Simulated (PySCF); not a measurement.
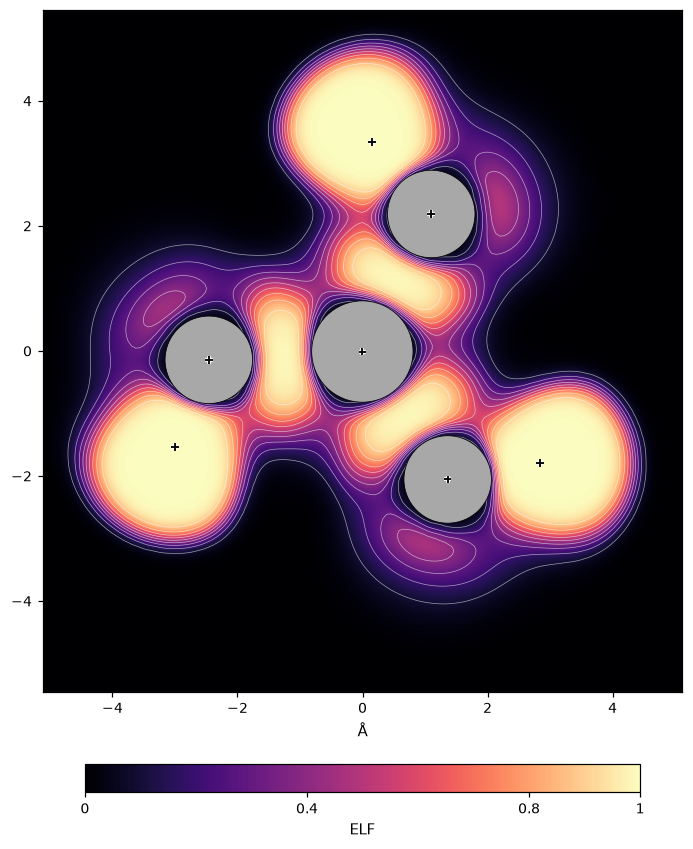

The ELF on a plane through atoms (crosses mark nuclei in the plane; grey discs cover the cores).

Method: PBE0/pcSseg-1 Al:pcSseg-2, SCF density, gas phase, non-relativistic (PySCF).

Candidates:
A. Al2H4O5
B. AlH9Si3

**Which candidate gave the map?**

Candidate B: AlH9Si3 on the plane of atoms Si2, Al1 and Si6, which holds Al, Si and H. Al–Si (2.46 Å): the ELF peaks at about 1 between the atoms: localised, covalent bonding. Si–H (1.50 Å): the ELF climbs to about 1 towards the hydrogen, as it does in any bond to H.
